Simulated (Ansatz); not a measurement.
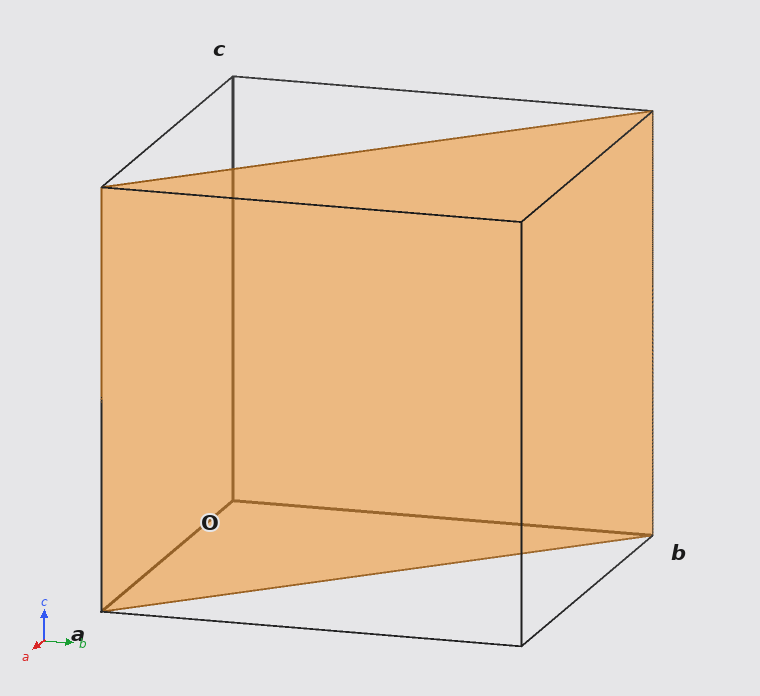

Every member of one family of equally spaced planes, hx + ky + lz = a whole number, that cuts the unit cell is shaded (one member passes through the origin O, touching the cell only at an edge or corner). Crystal: Ir, the input geometry of an electronic-structure calculation (not necessarily at equilibrium). Symmetry computed with spglib at a tolerance of 0.002 Å; standard conventional cell.

a = 3.811 Å, b = 3.811 Å, c = 3.811 Å, α = 90.00°, β = 90.00°, γ = 90.00°.

> Which (hkl) family is drawn?

(1 1 0); the opposite sign names the same planes. The member next to the origin meets the axes a at 1, b at 1, c never.

> What is the spacing?

d = 2.695 Å.

> The space group is No. 225, Fm-3m. How many reflections hkl are equivalent to this one (itself included), and does it occur?

12 reflections are equivalent in the Laue class m-3m. The reflection is systematically absent, by the centring.
